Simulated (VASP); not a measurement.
# Ta2CoO6: structure and properties in VASP, part 2 of 8

What structure and properties does LDA + U give Ta2CoO6, and how near are they to the measured ones? The start is a cell from a database of measured crystal structures.

VASP 6.6.1; LDA, DFT+U (Co d 4 eV), spin-polarised from a ferromagnetic start; plane waves and PAW (Ta_pv, Co, O).

So far: The starting structure; Relaxing cell and atoms (LDA + U).

### 2. Relaxing cell and atoms (LDA + U) (continued)

Parts of OUTCAR (step 2):

```text
ion  position               nearest neighbor table
   1  0.000  0.000  0.330-  15 1.97  17 1.97  11 1.99  13 1.99   8 2.01  10 2.01   5 3.03   4 3.11

  LATTYP: Found a simple tetragonal cell.
 ALAT       =     4.7358000000
 C/A-ratio  =     1.9364838042

 Subroutine GETGRP returns: Found 16 space group operations
 (whereof  8 operations were pure point group operations)

The static configuration has the point symmetry D_2h.
 The point group associated with its full space group is D_4h.

 Found     12 irreducible k-points:

   k-points           NKPTS =     12   k-points in BZ     NKDIM =     12   number of bands    NBANDS=     97

   dimension x,y,z NGX =    36 NGY =   36 NGZ =   70
   dimension x,y,z NGXF=    72 NGYF=   72 NGZF=  140

   ENCUT  =  520.0 eV  38.22 Ry    6.18 a.u.   8.81  8.81 17.05*2*pi/ulx,y,z

   NELECT =     134.0000    total number of electrons

 k-points in reciprocal lattice and weights: Automatic mesh
   0.00000000  0.00000000  0.00000000       0.013
   0.20000000  0.00000000  0.00000000       0.053
   0.40000000  0.00000000  0.00000000       0.053
   0.20000000  0.20000000  0.00000000       0.053
   0.40000000  0.20000000  0.00000000       0.107
   0.40000000  0.40000000  0.00000000       0.053
   0.00000000  0.00000000  0.33333333       0.027
   0.20000000  0.00000000  0.33333333       0.107
   0.40000000  0.00000000  0.33333333       0.107
   0.20000000  0.20000000  0.33333333       0.107
   0.40000000  0.20000000  0.33333333       0.213
   0.40000000  0.40000000  0.33333333       0.107

atom =   5  type =  2  l = 2

 onsite density matrix

spin component  1

  0.9930  0.0000 -0.0266  0.0000  0.0000
  0.0000  0.9924  0.0000 -0.0244  0.0000
 -0.0266  0.0000  0.9840  0.0000 -0.0000
  0.0000 -0.0244  0.0000  0.9924  0.0000
  0.0000  0.0000 -0.0000  0.0000  0.9697

spin component  2

  0.5932  0.0000  0.3935  0.0000  0.0000
  0.0000  0.5598  0.0000  0.3984  0.0000
  0.3935  0.0000  0.5034  0.0000  0.0000
  0.0000  0.3984  0.0000  0.5598  0.0000
  0.0000  0.0000  0.0000  0.0000  0.0439

 occupancies and eigenvectors

  o =  0.0439  v =  0.0000  0.0000  0.0000  0.0000  0.0000  0.0000 -0.0000 -0.0000  0.0000  1.0000      0.0000  0.0000  0.0000  0.0000  0.0000  0.0000  0.0000  0.0000  0.0000  0.0000
  o =  0.1523  v =  0.0000  0.0000  0.0000  0.0000  0.0000 -0.6658 -0.0000  0.7461  0.0000  0.0000      0.0000  0.0000  0.0000  0.0000  0.0000  0.0000  0.0000  0.0000  0.0000  0.0000
  o =  0.1613  v =  0.0000  0.0000  0.0000  0.0000  0.0000  0.0000  0.7071  0.0000 -0.7071  0.0000      0.0000  0.0000  0.0000  0.0000  0.0000  0.0000  0.0000  0.0000  0.0000  0.0000
  o =  0.9443  v =  0.0000  0.0000  0.0000  0.0000  0.0000 -0.7461  0.0000 -0.6658  0.0000 -0.0000      0.0000  0.0000  0.0000  0.0000  0.0000  0.0000  0.0000  0.0000  0.0000  0.0000
  o =  0.9582  v =  0.0000  0.0000  0.0000  0.0000  0.0000  0.0000 -0.7071  0.0000 -0.7071 -0.0000      0.0000  0.0000  0.0000  0.0000  0.0000  0.0000  0.0000  0.0000  0.0000  0.0000
  o =  0.9615  v = -0.6451  0.0000 -0.7641  0.0000  0.0000  0.0000  0.0000  0.0000  0.0000  0.0000      0.0000  0.0000  0.0000  0.0000  0.0000  0.0000  0.0000  0.0000  0.0000  0.0000
  o =  0.9680  v =  0.0000 -0.7071  0.0000 -0.7071 -0.0000  0.0000  0.0000  0.0000  0.0000  0.0000      0.0000  0.0000  0.0000  0.0000  0.0000  0.0000  0.0000  0.0000  0.0000  0.0000
  o =  0.9697  v =  0.0000 -0.0000  0.0000  0.0000  1.0000  0.0000  0.0000  0.0000  0.0000  0.0000      0.0000  0.0000  0.0000  0.0000  0.0000  0.0000  0.0000  0.0000  0.0000  0.0000
  o =  1.0155  v = -0.7641  0.0000  0.6451  0.0000 -0.0000  0.0000  0.0000  0.0000  0.0000  0.0000      0.0000  0.0000  0.0000  0.0000  0.0000  0.0000  0.0000  0.0000  0.0000  0.0000
  o =  1.0168  v =  0.0000  0.7071  0.0000 -0.7071  0.0000  0.0000  0.0000  0.0000  0.0000  0.0000      0.0000  0.0000  0.0000  0.0000  0.0000  0.0000  0.0000  0.0000  0.0000  0.0000

atom =   6  type =  2  l = 2

 onsite density matrix

spin component  1

  0.9930  0.0000  0.0266  0.0000 -0.0000
  0.0000  0.9924  0.0000  0.0244  0.0000
  0.0266  0.0000  0.9840  0.0000 -0.0000
  0.0000  0.0244  0.0000  0.9924  0.0000
 -0.0000  0.0000 -0.0000  0.0000  0.9697

spin component  2

  0.5932  0.0000 -0.3935  0.0000  0.0000
  0.0000  0.5598  0.0000 -0.3984  0.0000
 -0.3935  0.0000  0.5034  0.0000 -0.0000
  0.0000 -0.3984  0.0000  0.5598  0.0000
  0.0000  0.0000 -0.0000  0.0000  0.0439

 occupancies and eigenvectors

  o =  0.0439  v =  0.0000  0.0000  0.0000  0.0000  0.0000  0.0000  0.0000  0.0000  0.0000  1.0000      0.0000  0.0000  0.0000  0.0000  0.0000  0.0000  0.0000  0.0000  0.0000  0.0000
  o =  0.1523  v =  0.0000  0.0000  0.0000  0.0000  0.0000 -0.6658  0.0000 -0.7461  0.0000  0.0000      0.0000  0.0000  0.0000  0.0000  0.0000  0.0000  0.0000  0.0000  0.0000  0.0000
  o =  0.1613  v =  0.0000  0.0000  0.0000  0.0000  0.0000  0.0000  0.7071  0.0000  0.7071 -0.0000      0.0000  0.0000  0.0000  0.0000  0.0000  0.0000  0.0000  0.0000  0.0000  0.0000
  o =  0.9443  v =  0.0000  0.0000  0.0000  0.0000  0.0000 -0.7461 -0.0000  0.6658  0.0000 -0.0000      0.0000  0.0000  0.0000  0.0000  0.0000  0.0000  0.0000  0.0000  0.0000  0.0000
  o =  0.9582  v =  0.0000  0.0000  0.0000  0.0000  0.0000 -0.0000  0.7071  0.0000 -0.7071 -0.0000      0.0000  0.0000  0.0000  0.0000  0.0000  0.0000  0.0000  0.0000  0.0000  0.0000
  o =  0.9615  v = -0.6451  0.0000  0.7641  0.0000 -0.0000  0.0000  0.0000  0.0000  0.0000  0.0000      0.0000  0.0000  0.0000  0.0000  0.0000  0.0000  0.0000  0.0000  0.0000  0.0000
  o =  0.9680  v =  0.0000 -0.7071  0.0000  0.7071  0.0000  0.0000  0.0000  0.0000  0.0000  0.0000      0.0000  0.0000  0.0000  0.0000  0.0000  0.0000  0.0000  0.0000  0.0000  0.0000
  o =  0.9697  v =  0.0000 -0.0000 -0.0000  0.0000 -1.0000  0.0000  0.0000  0.0000  0.0000  0.0000      0.0000  0.0000  0.0000  0.0000  0.0000  0.0000  0.0000  0.0000  0.0000  0.0000
  o =  1.0155  v = -0.7641  0.0000 -0.6451  0.0000  0.0000  0.0000  0.0000  0.0000  0.0000  0.0000      0.0000  0.0000  0.0000  0.0000  0.0000  0.0000  0.0000  0.0000  0.0000  0.0000
  o =  1.0168  v =  0.0000 -0.7071  0.0000 -0.7071  0.0000  0.0000  0.0000  0.0000  0.0000  0.0000      0.0000  0.0000  0.0000  0.0000  0.0000  0.0000  0.0000  0.0000  0.0000  0.0000

 average (electrostatic) potential at core
       1 -39.8947       2 -39.8947       3 -39.8947       4 -39.8947       5 -84.0106
       6 -84.0106       7 -71.9654       8 -71.9654       9 -71.9654      10 -71.9654
      11 -71.9695      12 -71.9695      13 -71.9695      14 -71.9695      15 -71.9695
      16 -71.9695      17 -71.9695      18 -71.9695

 E-fermi :   3.4702

 spin component 1
 k-point     1 :       0.0000    0.0000    0.0000
  band No.  band energies     occupation
    ...
     66       2.2024      1.00000
     67       2.2024      1.00000
     68       2.8826      1.00000
     69       3.1909      1.00000
     70       3.1909      1.00000
     71       5.9220      0.00000
     72       6.1255      0.00000
     73       6.8047      0.00000
     74       6.8865      0.00000
     75       7.0458      0.00000
    ...

 k-point     2 :       0.2000    0.0000    0.0000
  band No.  band energies     occupation
    ...
     66       2.1941      1.00000
     67       2.7185      1.00000
     68       2.8555      1.00000
     69       2.9003      1.00000
     70       3.0497      1.00000
     71       5.9173      0.00000
     72       6.2501      0.00000
     73       6.7049      0.00000
     74       6.9393      0.00000
     75       7.0689      0.00000
    ...

 k-point     3 :       0.4000    0.0000    0.0000
  band No.  band energies     occupation
    ...
     66       2.2852      1.00000
     67       2.7814      1.00000
     68       2.8131      1.00000
     69       2.8328      1.00000
     70       3.1064      1.00000
     71       6.0812      0.00000
     72       6.4655      0.00000
     73       6.4900      0.00000
     74       6.6705      0.00000
     75       7.0642      0.00000
    ...

 k-point     4 :       0.2000    0.2000    0.0000
  band No.  band energies     occupation
    ...
     66       2.1829      1.00000
     67       2.5606      1.00000
     68       2.7626      1.00000
     69       2.8946      1.00000
     70       3.0080      1.00000
     71       6.0405      0.00000
     72       6.3693      0.00000
     73       6.7589      0.00000
     74       6.8460      0.00000
     75       7.0191      0.00000
    ...

 k-point     5 :       0.4000    0.2000    0.0000
  band No.  band energies     occupation
    ...
     66       2.1412      1.00000
     67       2.6197      1.00000
     68       2.8717      1.00000
     69       2.9620      1.00000
     70       2.9889      1.00000
     71       6.2961      0.00000
     72       6.5494      0.00000
     73       6.5725      0.00000
     74       6.7844      0.00000
     75       7.0224      0.00000
    ...

 k-point     6 :       0.4000    0.4000    0.0000
  band No.  band energies     occupation
    ...
     66       2.1846      1.00000
     67       2.2560      1.00000
     68       2.5521      1.00000
     69       3.0625      1.00000
     70       3.0982      1.00000
     71       6.7112      0.00000
     72       6.7428      0.00000
     73       6.8260      0.00000
     74       7.0125      0.00000
     75       7.0255      0.00000
    ...

  Total        0.1077150      0.1077150      0.0111278      0.0000000      0.0000000      0.0000000
  in kB        0.8667206      0.8667206      0.0895388      0.0000000      0.0000000      0.0000000
  external PRESSURE =       0.6076600 kB  Pullay stress =       0.0000000 kB

  energy-cutoff  :      520.00
  volume of cell :      199.12
      direct lattice vectors                 reciprocal lattice vectors
     4.700323948 -0.000000000  0.000000000     0.212751294  0.000000000  0.000000000
    -0.000000000  4.700323948  0.000000000     0.000000000  0.212751294  0.000000000
     0.000000000  0.000000000  9.012640940     0.000000000  0.000000000  0.110955269

 POSITION                                       TOTAL-FORCE (eV/Angst)
 -----------------------------------------------------------------------------------
     -0.00000      4.70032      2.98082        -0.000000      0.000000      0.009581
      2.35016      2.35016      7.48714        -0.000000     -0.000000      0.009581
      2.35016      2.35016      1.52550        -0.000000      0.000000     -0.009581
     -0.00000      4.70032      6.03182        -0.000000      0.000000     -0.009581
     -0.00000      4.70032      9.01264        -0.000000      0.000000     -0.000000
      2.35016      2.35016      4.50632        -0.000000      0.000000     -0.000000
      1.44501      1.44501      9.01264         0.001480      0.001480     -0.000000
      0.90515      3.79517      4.50632        -0.001480      0.001480     -0.000000
      3.25531      3.25531      9.01264        -0.001480     -0.001480     -0.000000
      3.79517      0.90515      4.50632         0.001480     -0.001480     -0.000000
      1.39437      1.39437      2.94519        -0.002895     -0.002895      0.000057
      0.95579      3.74453      7.45151         0.002895     -0.002895      0.000057
      3.30595      3.30595      2.94519         0.002895      0.002895      0.000057
      3.74453      0.95579      7.45151        -0.002895      0.002895      0.000057
      3.74453      0.95579      1.56113        -0.002895      0.002895     -0.000057
      3.30595      3.30595      6.06745         0.002895      0.002895     -0.000057
      0.95579      3.74453      1.56113         0.002895     -0.002895     -0.000057
      1.39437      1.39437      6.06745        -0.002895     -0.002895     -0.000057
 -----------------------------------------------------------------------------------
    total drift:                               -0.000000      0.000000      0.000000

  FREE ENERGIE OF THE ION-ELECTRON SYSTEM (eV)
  ---------------------------------------------------
  free  energy   TOTEN  =      -176.2868860382 eV

  energy  without entropy=     -176.2868860382  energy(sigma->0) =     -176.28688604

 reached required accuracy - stopping structural energy minimisation

 total charge
# of ion       s       p       d       tot
------------------------------------------
    1        0.364   6.380   2.132   8.876
    2        0.364   6.380   2.132   8.876
    3        0.364   6.380   2.132   8.876
    4        0.364   6.380   2.132   8.876
    5        0.310   0.418   7.165   7.893
    6        0.310   0.418   7.165   7.893
    7        1.555   3.503   0.000   5.057
    8        1.555   3.503   0.000   5.057
    9        1.555   3.503   0.000   5.057
   10        1.555   3.503   0.000   5.057
   11        1.554   3.525   0.000   5.079
   12        1.554   3.525   0.000   5.079
   13        1.554   3.525   0.000   5.079
   14        1.554   3.525   0.000   5.079
   15        1.554   3.525   0.000   5.079
   16        1.554   3.525   0.000   5.079
   17        1.554   3.525   0.000   5.079
   18        1.554   3.525   0.000   5.079
--------------------------------------------------
tot         20.727  68.567  22.857 112.151

 magnetization (x)
# of ion       s       p       d       tot
------------------------------------------
    1        0.000   0.001   0.024   0.026
    2        0.000   0.001   0.024   0.026
    3        0.000   0.001   0.024   0.026
    4        0.000   0.001   0.024   0.026
    5        0.009   0.011   2.669   2.689
    6        0.009   0.011   2.669   2.689
    7        0.004   0.025   0.000   0.029
    8        0.004   0.025   0.000   0.029
    9        0.004   0.025   0.000   0.029
   10        0.004   0.025   0.000   0.029
   11        0.004   0.032   0.000   0.035
   12        0.004   0.032   0.000   0.035
   13        0.004   0.032   0.000   0.035
   14        0.004   0.032   0.000   0.035
   15        0.004   0.032   0.000   0.035
   16        0.004   0.032   0.000   0.035
   17        0.004   0.032   0.000   0.035
   18        0.004   0.032   0.000   0.035
--------------------------------------------------
tot          0.066   0.379   5.435   5.881

[... 6 further parts left out ...]
```

CONTCAR:

```
Ta2CoO6
   1.00000000000000
     4.7003239478942174   -0.0000000000000000    0.0000000000000000
    -0.0000000000000000    4.7003239478942174    0.0000000000000000
     0.0000000000000000    0.0000000000000000    9.0126409397001623
  Ta              Co              O
     4     2    12
Direct
     0.0000000000000000    1.0000000000000000    0.3307378043815503
     0.5000000000000000    0.5000000000000000    0.8307378043815503
     0.5000000000000000    0.5000000000000000    0.1692621956184497
     0.0000000000000000    1.0000000000000000    0.6692621956184497
     0.0000000000000000    1.0000000000000000    1.0000000000000000
     0.5000000000000000    0.5000000000000000    0.5000000000000000
     0.3074280484911863    0.3074280484911863    1.0000000000000000
     0.1925719515088138    0.8074280484911862    0.5000000000000000
     0.6925719515088138    0.6925719515088138    1.0000000000000000
     0.8074280484911862    0.1925719515088138    0.5000000000000000
     0.2966538641929862    0.2966538641929862    0.3267843514094827
     0.2033461358070138    0.7966538641929862    0.8267843514094826
     0.7033461358070138    0.7033461358070138    0.3267843514094827
     0.7966538641929862    0.2033461358070138    0.8267843514094826
     0.7966538641929862    0.2033461358070138    0.1732156485905172
     0.7033461358070138    0.7033461358070138    0.6732156485905174
     0.2033461358070138    0.7966538641929862    0.1732156485905172
     0.2966538641929862    0.2966538641929862    0.6732156485905174
```

The magnetic state follows from one typed start and may not be the lowest. The gap is read on the k-mesh alone, so it is an upper bound where the band edges lie off the mesh. The run keeps the 16 symmetry operations of its start, so it cannot find a distortion of lower symmetry.

Relaxation path:

```csv
step,energy less that of the first step (eV),largest force (eV/Å),pressure (GPa),volume (Å³)
1,0.0000,0.1766,-6.84,205.68
2,0.2616,1.3129,13.99,191.48
3,-0.1275,0.4977,0.01,200.37
4,-0.1574,0.0731,-0.15,199.49
5,-0.1577,0.0603,-0.12,199.38
6,-0.1577,0.0631,-0.14,199.40
7,-0.1588,0.0452,0.15,199.11
8,-0.1589,0.0574,0.22,199.05
9,-0.1593,0.0218,-0.10,199.20
10,-0.1594,0.0216,-0.06,199.18
11,-0.1595,0.0096,0.06,199.12
```

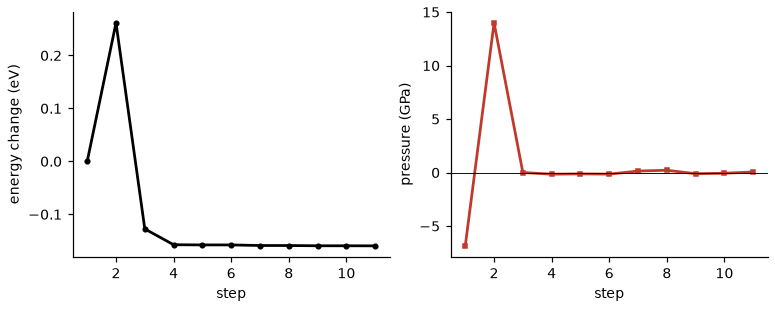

Energy and pressure along the relaxation.

```
conventional cell, symmetrised  before  after  change
                         a (Å)   4.736  4.700  -0.7 %
                         b (Å)   4.736  4.700  -0.7 %
                         c (Å)   9.171  9.013  -1.7 %
              volume (Å³/atom)   11.43  11.06  -3.2 %
```

The atoms that moved most (Å, as changes of fractional coordinates times the final cell):

```
atom      dx      dy      dz  length
  O7  -0.016  -0.016   0.000   0.023
  O8   0.016  -0.016   0.000   0.023
 O10  -0.016   0.016   0.000   0.023
  O9   0.016   0.016   0.000   0.023
 O11   0.000   0.000   0.012   0.012
 O15   0.000   0.000  -0.012   0.012
 O17   0.000   0.000  -0.012   0.012
 O13   0.000   0.000   0.012   0.012
```

Final coordinates:

```xyz
18
Lattice="4.7003 0.0000 0.0000 0.0000 4.7003 0.0000 0.0000 0.0000 9.0126" Properties=species:S:1:pos:R:3 pbc="T T T"
Ta    0.0000    0.0000    2.9808
Ta    2.3502    2.3502    7.4871
Ta    2.3502    2.3502    1.5255
Ta    0.0000    0.0000    6.0318
Co    0.0000    0.0000    0.0000
Co    2.3502    2.3502    4.5063
O     1.4450    1.4450    0.0000
O     0.9052    3.7952    4.5063
O     3.2553    3.2553    0.0000
O     3.7952    0.9052    4.5063
O     1.3944    1.3944    2.9452
O     0.9558    3.7445    7.4515
O     3.3060    3.3060    2.9452
O     3.7445    0.9558    7.4515
O     3.7445    0.9558    1.5611
O     3.3060    3.3060    6.0675
O     0.9558    3.7445    1.5611
O     1.3944    1.3944    6.0675
```

This step gave:

| Property | Result |
| --- | --- |
| electrons | 134 |
| bands | 97 |
| irreducible k-points | 12 |
| symmetry operations | 16 |
| free energy (TOTEN) | -176.2869 eV |
| Fermi energy | 3.470 eV |
| pressure | 0.06077 GPa |
| moment of the cell, from the last line of the log | 6 μB |
| metallic | no |
| valence top at k | 0.2, 0.2, 0.3333 |
| conduction bottom at k | 0.4, 0, 0.3333 |
| least direct gap at k | 0.4, 0, 0.3333 |
| SCF cycles over all ionic steps | 82 |
| gap on the k-mesh | 2.556 eV |
| least direct gap on the k-mesh | 2.556 eV |

Spin moment in the PAW sphere by atom:

```
atom  spin moment in the PAW sphere (μB)
 Ta1                                0.03
 Ta2                                0.03
 Ta3                                0.03
 Ta4                                0.03
 Co5                                2.69
 Co6                                2.69
  O7                                0.03
  O8                                0.03
  O9                                0.03
 O10                                0.03
 O11                                0.04
 O12                                0.04
 O13                                0.04
 O14                                0.04
 O15                                0.04
 O16                                0.04
 O17                                0.04
 O18                                0.04
```

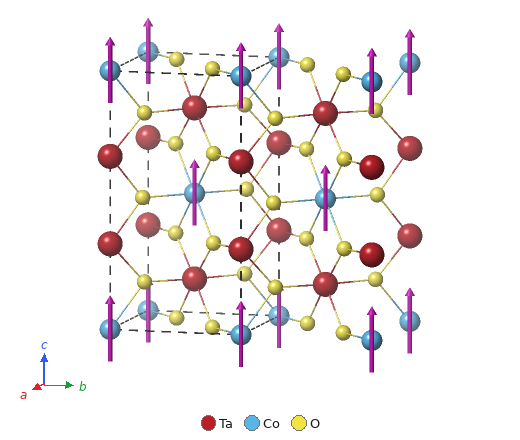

Spin moment in the PAW sphere as arrows, the longest 2.69 μB. Up and down stand for the sign. Arrows give size and sign along the axis of quantisation, drawn up and down the page. 1×2×1 cells are drawn. Some periodic images of atoms are drawn too.

It ends with a largest force of 0.010 eV/Å and a pressure of 0.06 GPa. The volume lies -3.2 % from that of the database's start, which holds the thermal and zero-point expansion of its experiment. LDA is known to overbind.

[end of part 2 of 8]

[Lines on the potential files, build, host, timing and source positions are cut from VASP's logs without a mark.]

[Logs are printed without paths, hosts, clocks, repeated set-up lines and the standing remarks that a program may print on its own settings, such as how far it seeks lower states.]

[Hosts, paths, dates, database ids (printed as entryN), source tags and the programs' standing remarks are cut or masked in the printed files.]

[A measured line is paired with the nearest computed mode of its activity, which favours agreement.]
